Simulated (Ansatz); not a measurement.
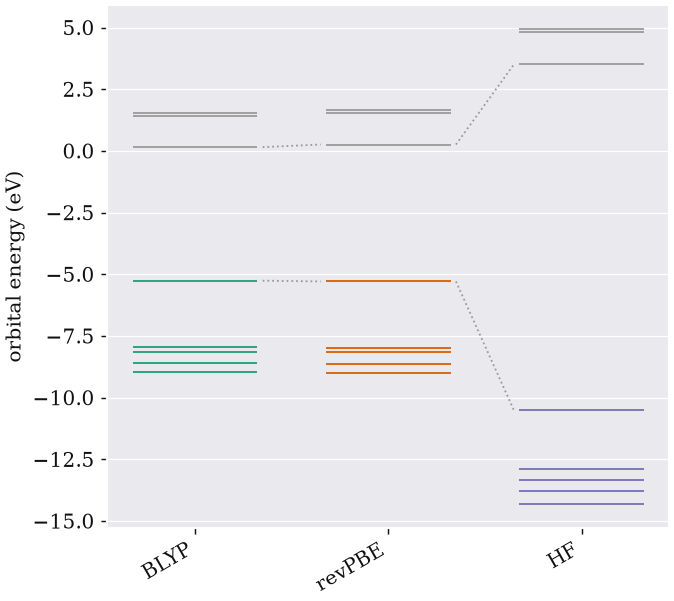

Frontier orbital energies of C₃H₉N, SMILES CC(C)N at one geometry, def2-TZVPP, the Ansatz code 0.2.0, at a PBE0-D4/def2-TZVP geometry (a minimum by its frequencies). Empty levels are grey, levels within 0.1 eV stand side by side; all columns show the same few orbitals around the gap. Dotted lines join the HOMOs and the LUMOs.

Question: How do the frontier levels move from column to column?

Answer: The separation grows from 5.41 eV (BLYP) to 14.03 eV (HF).

```
 level  HOMO (eV)  LUMO (eV)  separation (eV)
  BLYP      −5.26       0.16             5.41
revPBE      −5.29       0.26             5.55
    HF     −10.52       3.51            14.03
```

Limits of at least one run: empty levels above zero depend strongly on the basis.
